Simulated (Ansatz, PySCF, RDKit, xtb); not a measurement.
**Isomers of SiCNF3, a sample narrowed down**

A sample of isomers of SiCNF3 is drawn. Aim: find which of them has the lowest free energy at 298.15 K, then its properties. The sample is small against all isomers, and the most stable one of this formula need not be in it. One structure proposed beforehand is put among the starts (marked given), to see whether the search confirms or beats it.

Plan: many cheap relaxations first (GFN2-xTB), then density-functional screening, relaxation at PBE0-D4/def2-SVP, vibrations and a final energy. The numbers are computed, not measured.

1 further run of the same task is left out (set aside as unsound or not needed).

## (1) Possible bonding patterns

Isomers were drawn by moving bonds and hydrogen atoms under normal valences; this is a sample, not all of them. O–O, O–halogen and N–halogen bonds and N–N–N chains are not drawn. That gives 4 candidates.

```csv
label,SMILES,spin
c227,FC1=N[Si]1(F)F,singlet
c300,N#[Si]C(F)(F)F,singlet
c478,F[Si]1=NC1(F)F,singlet
c794,N#C[Si](F)(F)F,singlet
```

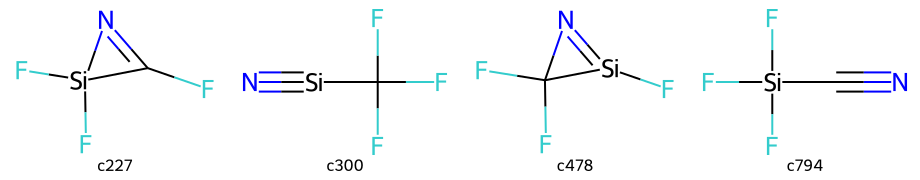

Structural formulas of the candidates.

Candidates are built by distance geometry, with a force field where one applies, in up to four conformers (letters a to d).

## (2) First filter: tight binding

All 5 starts are relaxed the same way. One of them, c227a (drawn by moving bonds, embedded by distance geometry and MMFF94), in full:

start.xyz

```xyz
6
c227a
C     -0.369327    -3.065199    -1.096358
F     -1.140891    -3.811022    -0.290569
F      1.487719    -1.029209    -1.348109
F      1.954721    -3.162665    -2.744589
N     -0.710832    -2.467006    -2.207928
Si     1.168665    -2.536984    -1.490769
```

On the command line:

```console
$ xtb start.xyz --gfn 2 --opt
```

Standard output, shortened:

```text
* xtb version 6.7.1
[...]
          :  # basis functions                  30          :
[...]
          :  # electrons                        34          :
[...]
          :  Hamiltonian                  GFN2-xTB          :
[...]
          :  net charge                          0          :
          :  unpaired electrons                  0          :
[...]
   *** convergence criteria satisfied after 14 iterations ***
[...]
   *** GEOMETRY OPTIMIZATION CONVERGED AFTER 15 ITERATIONS ***
[...]
   *** convergence criteria satisfied after 3 iterations ***
[...]
         ::                     SUMMARY                     ::
         :::::::::::::::::::::::::::::::::::::::::::::::::::::
         :: total energy             -20.996853979165 Eh    ::
         :: gradient norm              0.000524195302 Eh/a0 ::
         :: HOMO-LUMO gap              2.534371365193 eV    ::
         ::.................................................::
         :: SCC energy               -21.104795586516 Eh    ::
         :: -> isotropic ES            0.048704920671 Eh    ::
         :: -> anisotropic ES          0.002893395010 Eh    ::
         :: -> anisotropic XC         -0.001041364762 Eh    ::
         :: -> dispersion             -0.003473248441 Eh    ::
         :: repulsion energy           0.107941607351 Eh    ::
         :: add. restraining           0.000000000000 Eh    ::
         :: total charge               0.000000000000 e     ::
         :::::::::::::::::::::::::::::::::::::::::::::::::::::
[...]
        17        2.0000           -0.3985711             -10.8457 (HOMO)
        18                         -0.3054347              -8.3113 (LUMO)
[...]
     #   Z          covCN         q      C6AA      α(0)
     1   6          2.578     0.172    24.316     8.062
     2   9          0.785    -0.134    10.572     3.841
     3   9          0.705    -0.188    11.122     3.938
     4   9          0.705    -0.188    11.127     3.939
     5   7          1.729    -0.282    28.075     7.839
     6  14          3.113     0.619   151.040    26.418
[...]
     #   Z sym  total        # sym  WBO       # sym  WBO       # sym  WBO
 ---------------------------------------------------------------------------
     1   6      3.783 --     5      1.736     2      1.059     6      0.905
     2   9      1.253 --     1      1.059     5      0.124
     3   9      1.293 --     6      1.138
     4   9      1.292 --     6      1.137
     5   7      3.029 --     1      1.736     6      1.057     2      0.124
     6  14      4.302 --     3      1.138     4      1.137     5      1.057
                             1      0.905
 ---------------------------------------------------------------------------
[...]
molecular dipole:
                 x           y           z       tot (Debye)
 q only:        0.358       0.021       0.085
   full:        0.556      -0.043       0.248       1.552
molecular quadrupole (traceless):
[...]
          | TOTAL ENERGY              -20.996853979165 Eh   |
          | GRADIENT NORM               0.000524195302 Eh/α |
          | HOMO-LUMO GAP               2.534371365193 eV   |
           -------------------------------------------------
[...]
```

Run time: 0.062 s. Hardware: 2 threads of Arm Neoverse V2, shared host.

## (3) What the search left

5 of the 5 relaxations converged; 1 ended on a minimum already found. 4 distinct structures remain:

```csv
label,start,SMILES after,spin,energy (kcal/mol),note
c794a,given,N#C[Si](F)(F)F,singlet,0.0,
c478a,drawn,[F][Si][N][C]([F])[F] ‡,singlet,55.0,bonds changed
c227a,drawn,FC1=N[Si]1(F)F,singlet,71.2,
c300a,drawn,N#[Si]C(F)(F)F,singlet,122.8,
```

‡ marks the bonded skeleton alone, with all bonds drawn single: no Lewis structure was assigned that passes a check against the bond lengths.

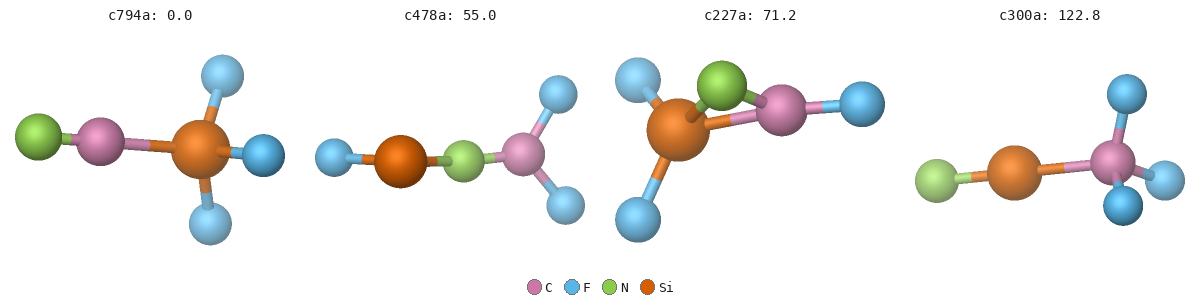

The 4 lowest minima that did not fall apart, with their GFN2-xTB energies in kcal/mol.

## (4) Single points on the low minima

A choice of the minima (the low ones first, few conformers of a pattern, up to a cap) and the lowest that fell apart get a single point at r2SCAN-D4/def2-SVP on the tight-binding geometry, and one at HF/STO-3G for comparison. The lowest singlets are also tried as triplets at the same geometry (label ending in t). The first, c794a:

input.yaml

```yaml
crystal:
  periodic: [false, false, false]
  atoms:
    - {symbol: C, position_ang: [1.182084, -0.397649, 0.492373]}
    - {symbol: F, position_ang: [-1.345482, -1.094423, -0.596576]}
    - {symbol: F, position_ang: [-0.269104, 1.018237, -1.497752]}
    - {symbol: F, position_ang: [-1.266126, 1.000227, 0.835550]}
    - {symbol: "N", position_ang: [2.187462, -0.729603, 0.921085]}
    - {symbol: Si, position_ang: [-0.446834, 0.139111, -0.200780]}
basis:
  gaussian: {orbitals: def2-SVP}
total_charge: 0
hamiltonian: {xc: r2scan, dispersion: d4}
scf: {lower_state_search: "off"}
output: {orbitals: {seedname: orbitals}}
```

On the command line:

```console
$ ansatz run input.yaml --threads 2 --pin off --max-ram 5220MiB --events-out events.jsonl --progress --plain --runs-dir runs
```

Standard output, shortened:

```text
Warning: RAYON_NUM_THREADS=2 ignored (pool sized by the plan → 2); use --threads N
Functional definition: r2SCAN
  name "r2SCAN"
[...]
970 factors; their error is unknown
[...]
mean field -18543.15588575 eV, -681.4484097989 hartree, gradient 4.9e-6 eV, S^2 0.000000; 0 other end points of the search recorded, 0 dependent functions left out
reference -18543.15589207 eV, -681.4484100312 hartree; 27, 27 occupied and 61, 61 virtual orbitals, 970 factors
Total energy: -18543.18779991 eV, -681.4495826224 hartree
Checks for a lower state left out: stability, starts, cluster_reference, orbital_swaps, neighbouring_geometries, increment
```

Run time: 1.2 s. Hardware: 2 threads of Arm Neoverse V2, shared host.

Relative energies in kcal/mol, each column from its lowest structure that stays in one piece:

```csv
label,SMILES,spin,GFN2-xTB,HF/STO-3G,r2SCAN-D4/def2-SVP
c794a,N#C[Si](F)(F)F,singlet,0.0,0.0,0.0
c227a,FC1=N[Si]1(F)F,singlet,71.2,77.3,70.2
c478a,[F][Si][N][C]([F])[F] ‡,singlet,55.0,46.4,82.1
c794at,N#C[Si](F)(F)F,triplet,–,–,140.8
c478at,[F][Si][N][C]([F])[F] ‡,triplet,–,–,151.7
c227at,FC1=N[Si]1(F)F,triplet,–,–,155.1
c300a,N#[Si]C(F)(F)F,singlet,122.8,152.5,188.6
```

‡ marks the bonded skeleton alone, with all bonds drawn single: no Lewis structure was assigned that passes a check against the bond lengths.

## (5) Third filter: density-functional geometries

3 candidates are relaxed at PBE0-D4/def2-SVP (chosen among the lowest in one piece). The first, c794a:

input.yaml: that of step 4 with these lines changed.

```diff
@@ -10,6 +10,11 @@
 basis:
-  gaussian: {orbitals: def2-SVP}
+  gaussian:
+    orbitals: def2-SVP
 total_charge: 0
-hamiltonian: {xc: r2scan, dispersion: d4}
-scf: {lower_state_search: "off"}
-output: {orbitals: {seedname: orbitals}}
+hamiltonian:
+  xc: {name: PBE0}
+  dispersion: d4
+scf:
+  lower_state_search: off
+relax:
+  f_tol: 0.003
```

On the command line:

```console
$ ansatz run input.yaml --threads 2 --pin off --max-ram 5220MiB --events-out events.jsonl --progress --plain --runs-dir runs
```

Standard output, shortened:

```text
Warning: RAYON_NUM_THREADS=2 ignored (pool sized by the plan → 2); use --threads N
[...]
Functional definition: PBE0
  name "PBE0"
[...]
902 factors; integrals over basis functions are off by at most 3.4e-4 eV
[...]
mean field -18534.60424806 eV, -681.1341429101 hartree, gradient 7.0e-6 eV, S^2 0.000000; 0 other end points of the search recorded, 0 dependent functions left out
[...]
reference -18534.60426589 eV, -681.1341435655 hartree; 27, 27 occupied and 61, 61 virtual orbitals, 902 factors
relax step   1: F+E_penalty+E_count = -18534.71717740 eV  Δ(F+E_penalty+E_count) = +0.000e0 eV  max|allowed force component| = 2.389e0 eV/Å  Δτ_max = 0.0000 Å  (13 SCF iters, accepted)
[...]
relax step   4: F+E_penalty+E_count = -18534.78293556 eV  Δ(F+E_penalty+E_count) = -3.331e-4 eV  max|allowed force component| = 8.061e-2 eV/Å  Δτ_max = 0.0059 Å  (22 SCF iters, accepted)
[...]
relax step   5: F+E_penalty+E_count = -18534.78312512 eV  Δ(F+E_penalty+E_count) = -1.896e-4 eV  max|allowed force component| = 1.608e-3 eV/Å  Δτ_max = 0.0029 Å  (14 SCF iters, accepted)
Total energy: -18534.78314277 eV, -681.1407171694 hartree
Atom 0 at     1.141276    -0.384118     0.474981 Å, force     0.001119    -0.000683     0.000760 eV/Å
Atom 1 at    -1.326261    -1.135763    -0.587783 Å, force    -0.000803     0.000639     0.000343 eV/Å
Atom 2 at    -0.222920     1.024809    -1.509470 Å, force    -0.000428     0.000018     0.000234 eV/Å
Atom 3 at    -1.244152     1.005726     0.876296 Å, force    -0.000888    -0.000376    -0.000555 eV/Å
Atom 4 at     2.160655    -0.720051     0.909152 Å, force     0.001608    -0.000283     0.000398 eV/Å
Atom 5 at    -0.466597     0.145297    -0.209276 Å, force    -0.000608     0.000685    -0.001179 eV/Å
Dipole moment:    -0.237245     0.078148    -0.100982 e Å
Checks for a lower state left out: stability, starts, cluster_reference, orbital_swaps, neighbouring_geometries, increment
```

Run time: 6.3 s. Hardware: 2 threads of Arm Neoverse V2, shared host.

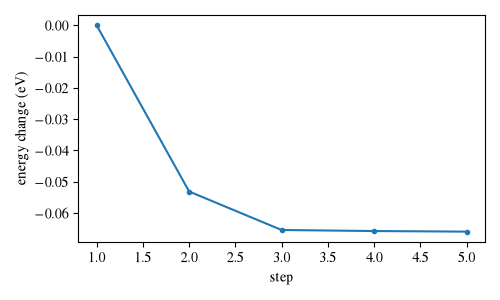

Energy along the run, all evaluated steps.

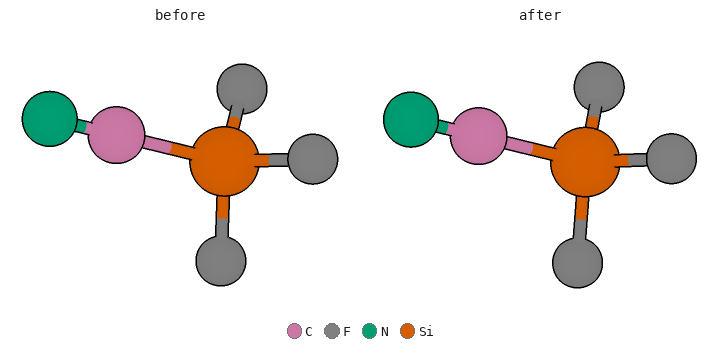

Before and after, at one scale.

After the run. Bond lengths: C1–N5 1.158 Å, C1–Si6 1.826 Å, F2–Si6 1.589 Å, F3–Si6 1.589 Å, F4–Si6 1.589 Å. Angles: N5–C1–Si6 180.0°, C1–Si6–F2 109.4°, C1–Si6–F3 109.4°, C1–Si6–F4 109.4°, F2–Si6–F3 109.5°, F2–Si6–F4 109.6°, F3–Si6–F4 109.5°.

## (6) The relaxed candidates

```csv
label,spin,r2SCAN-D4/def2-SVP (kcal/mol),"PBE0-D4/def2-SVP, relaxed (kcal/mol)",time
c794a,singlet,0.0,0.0,6.3 s
c227a,singlet,70.2,66.6,10 s
c478a,singlet,82.1,77.2,14 s
```

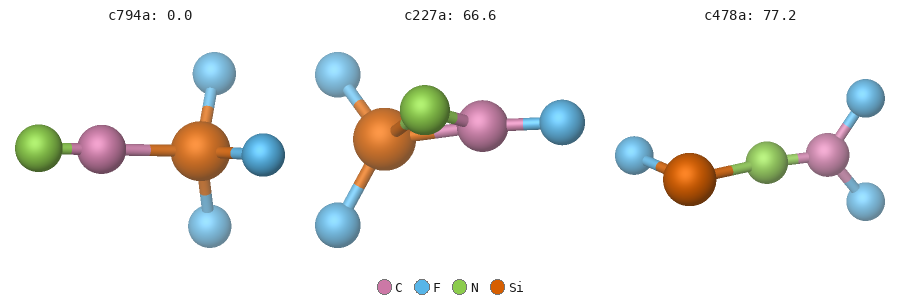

The relaxed structures, with energies at PBE0-D4/def2-SVP in kcal/mol.

## (7) Are they minima? Harmonic frequencies

The lowest few in one piece go on as finalists. Harmonic vibrations at PBE0-D4/def2-SVP test each finalist and give the zero-point energy and the thermal terms. The first, c794a:

input.yaml

```yaml
crystal:
  periodic: [false, false, false]
  atoms:
    - {symbol: C, position_ang: [1.141276, -0.384118, 0.474981]}
    - {symbol: F, position_ang: [-1.326261, -1.135763, -0.587783]}
    - {symbol: F, position_ang: [-0.222920, 1.024809, -1.509470]}
    - {symbol: F, position_ang: [-1.244152, 1.005726, 0.876296]}
    - {symbol: "N", position_ang: [2.160655, -0.720051, 0.909152]}
    - {symbol: Si, position_ang: [-0.466597, 0.145297, -0.209276]}
basis:
  gaussian:
    orbitals: def2-SVP
hamiltonian:
  xc: {name: PBE0}
  dispersion: d4
scf:
  lower_state_search: off
phonons: {}
```

On the command line:

```console
$ ansatz run input.yaml --threads 2 --pin off --max-ram 5220MiB --events-out events.jsonl --progress --plain --runs-dir runs
```

Standard output, shortened:

```text
Warning: RAYON_NUM_THREADS=2 ignored (pool sized by the plan → 2); use --threads N
Functional definition: PBE0
  name "PBE0"
[...]
905 factors; integrals over basis functions are off by at most 3.2e-4 eV
[...]
mean field -18534.66971723 eV, -681.1365488579 hartree, gradient 6.6e-6 eV, S^2 0.000000; 0 other end points of the search recorded, 0 dependent functions left out
[...]
reference -18534.66973487 eV, -681.1365495062 hartree; 27, 27 occupied and 61, 61 virtual orbitals, 905 factors
[...]
905 factors; integrals over basis functions are off by at most 3.2e-4 eV
mean field -18534.66935890 eV, -681.1365356893 hartree, gradient 1.8e-6 eV, S^2 0.000000; 0 other end points of the search recorded, 0 dependent functions left out
[...]
reference -18534.66937654 eV, -681.1365363377 hartree; 27, 27 occupied and 61, 61 virtual orbitals, 905 factors
[...]
905 factors; integrals over basis functions are off by at most 3.2e-4 eV
[...]
reference -18534.66956730 eV, -681.1365433480 hartree; 27, 27 occupied and 61, 61 virtual orbitals, 905 factors
Total energy: -18534.78314444 eV, -681.1407172309 hartree
Atom 0 at     1.141276    -0.384118     0.474981 Å, force     0.001078    -0.000665     0.000741 eV/Å
Atom 1 at    -1.326261    -1.135763    -0.587783 Å, force    -0.000805     0.000637     0.000343 eV/Å
Atom 2 at    -0.222920     1.024809    -1.509470 Å, force    -0.000432     0.000006     0.000257 eV/Å
Atom 3 at    -1.244152     1.005726     0.876296 Å, force    -0.000892    -0.000368    -0.000548 eV/Å
Atom 4 at     2.160655    -0.720051     0.909152 Å, force     0.001639    -0.000295     0.000412 eV/Å
Atom 5 at    -0.466597     0.145297    -0.209276 Å, force    -0.000588     0.000685    -0.001205 eV/Å
Dipole moment:    -0.237246     0.078149    -0.100982 e Å
Vibrations: 137.90 137.94 282.50 282.57 342.77 406.85 406.88 628.93 886.50 1033.43 1033.49 2383.16 cm⁻¹, zero-point energy 0.493638 eV
Checks for a lower state left out: stability, starts, cluster_reference, orbital_swaps, neighbouring_geometries, increment
```

It took 38 s on 2 threads of Arm Neoverse V2, shared host.

## (8) Zero-point energy and free-energy terms

At 298.15 K and 1 atm, ideal gas, rigid rotor and harmonic oscillator:

```csv
label,SMILES,spin,point group,lowest mode (cm⁻¹),zero-point (kcal/mol),G − E (kcal/mol)
c794a,N#C[Si](F)(F)F,singlet,C3v,138,11.4,-7.2
c227a,FC1=N[Si]1(F)F,singlet,Cs,149,12.0,-6.8
c478a,[F][Si][N][C]([F])[F] ‡,singlet,Cs,59,12.1,-8.0
```

‡ marks the bonded skeleton alone, with all bonds drawn single: no Lewis structure was assigned that passes a check against the bond lengths.

## (9) Last filter: a higher level

Single points at CCSD(T)/def2-SVP + MP2/def2-TZVPP - MP2/def2-SVP on the refined geometries decide the order.

c794a, CCSD(T)/def2-SVP:

input.yaml: that of step 7 with these lines changed.

```diff
@@ -10,9 +10,3 @@
 basis:
-  gaussian:
-    orbitals: def2-SVP
-hamiltonian:
-  xc: {name: PBE0}
-  dispersion: d4
-scf:
-  lower_state_search: off
-phonons: {}
+  gaussian: {orbitals: def2-SVP}
+correlation: {method: ccsd_t, frozen_orbitals: {F: 1, C: 1, Si: 5, "N": 1}}
```

On the command line:

```console
$ ansatz run input.yaml --threads 2 --pin off --max-ram 5220MiB --events-out events.jsonl --progress --plain --runs-dir runs
```

Standard output, shortened:

```text
Warning: RAYON_NUM_THREADS=2 ignored (pool sized by the plan → 2); use --threads N
Functional definition: HF
  name "HF"
[...]
838 factors; integrals over basis functions are off by at most 4.8e-4 eV
[...]
mean field -18485.97579260 eV, -679.3470801336 hartree, gradient 2.1e-6 eV, S^2 0.000000; 0 other end points of the search recorded, 0 dependent functions left out
10 core orbitals not correlated: weight in the atoms' cores, before any rotation towards them, 1.000 or more for the frozen orbitals, at most 0.000 for the correlated occupied ones
reference -18485.97579260 eV, -679.3470801336 hartree; 17, 17 occupied and 61, 61 virtual orbitals, 838 factors
second order -24.97498599 eV of doubles, -0.00000000 eV of singles
cycle   1  -24.45555991 eV  change    5.2e-1 eV  update   1.2e-1
[...]
cycle   9  -25.20653961 eV  change   -1.2e-5 eV  update   1.7e-5
perturbative correction -0.62135744 eV, -0.0228344649 hartree
Total energy: -18511.80368966 eV, -680.2962378437 hartree
```

Run time: 5.4 s. Hardware: 2 threads of Arm Neoverse V2, shared host.

## (10) c794a at MP2/def2-TZVPP

input.yaml: that of step 9 with these lines changed.

```diff
@@ -10,3 +10,6 @@
 basis:
-  gaussian: {orbitals: def2-SVP}
-correlation: {method: ccsd_t, frozen_orbitals: {F: 1, C: 1, Si: 5, "N": 1}}
+  gaussian:
+    orbitals: def2-TZVPP
+correlation:
+  method: mp2
+  frozen_orbitals: {F: 1, C: 1, Si: 5, "N": 1}
```

On the command line:

```console
$ ansatz run input.yaml --threads 2 --pin off --max-ram 5220MiB --events-out events.jsonl --progress --plain --runs-dir runs
```

Standard output:

```text
Warning: RAYON_NUM_THREADS=2 ignored (pool sized by the plan → 2); use --threads N
Functional definition: HF
  name "HF"
  exchange = exact_x
  correlation = 0
1267 factors; integrals over basis functions are off by at most 7.6e-4 eV
mean field evaluation 1: about -18498.0892 eV, gradient 4.9e1 eV
mean field evaluation 2: about -18498.3745 eV, gradient 5.0e1 eV
mean field evaluation 4: about -18502.7663 eV, gradient 5.0e0 eV
mean field evaluation 8: about -18502.8593 eV, gradient 5.5e-1 eV
mean field -18502.86008021 eV, -679.9675662587 hartree, gradient 1.9e-6 eV, S^2 0.000000; 0 other end points of the search recorded, 0 dependent functions left out
10 core orbitals not correlated: weight in the atoms' cores, before any rotation towards them, 1.000 or more for the frozen orbitals, at most 0.000 for the correlated occupied ones
reference -18502.86008021 eV, -679.9675662587 hartree; 17, 17 occupied and 170, 170 virtual orbitals, 1267 factors
second order -32.30787059 eV of doubles, -0.00000000 eV of singles
Total energy: -18535.16795080 eV, -681.1548586037 hartree
```

Wall time 3.3 s (2 threads of Arm Neoverse V2, shared host).

## (11) c227a at CCSD(T)/def2-SVP

input.yaml

```yaml
crystal:
  periodic: [false, false, false]
  atoms:
    - symbol: C
      position_ang: [-0.412433, -3.154749, -1.046731]
    - symbol: F
      position_ang: [-1.212832, -3.821319, -0.265874]
    - symbol: F
      position_ang: [1.659355, -1.033793, -1.307125]
    - symbol: F
      position_ang: [2.083313, -3.136927, -2.668212]
    - symbol: "N"
      position_ang: [-0.716394, -2.519303, -2.123330]
    - symbol: Si
      position_ang: [0.989046, -2.405994, -1.767051]
basis:
  gaussian: {orbitals: def2-SVP}
correlation: {method: ccsd_t, frozen_orbitals: {F: 1, C: 1, Si: 5, "N": 1}}
```

On the command line:

```console
$ ansatz run input.yaml --threads 2 --pin off --max-ram 5220MiB --events-out events.jsonl --progress --plain --runs-dir runs
```

Standard output, shortened:

```text
Warning: RAYON_NUM_THREADS=2 ignored (pool sized by the plan → 2); use --threads N
Functional definition: HF
  name "HF"
[...]
837 factors; integrals over basis functions are off by at most 6.9e-4 eV
[...]
mean field -18482.32275076 eV, -679.2128333222 hartree, gradient 2.8e-6 eV, S^2 0.000000; 0 other end points of the search recorded, 0 dependent functions left out
10 core orbitals not correlated: weight in the atoms' cores, before any rotation towards them, 1.000 or more for the frozen orbitals, at most 0.000 for the correlated occupied ones
reference -18482.32275076 eV, -679.2128333222 hartree; 17, 17 occupied and 61, 61 virtual orbitals, 837 factors
second order -25.01246659 eV of doubles, -0.00000000 eV of singles
cycle   1  -24.58633206 eV  change    4.3e-1 eV  update   1.2e-1
[...]
cycle  10  -25.31206672 eV  change   -3.1e-5 eV  update   1.6e-5
perturbative correction -0.67630097 eV, -0.0248536024 hartree
Total energy: -18508.31111845 eV, -680.1678882192 hartree
```

Run time: 5.7 s. Hardware: 2 threads of Arm Neoverse V2, shared host.

(Part 1 of 2 ends here.)
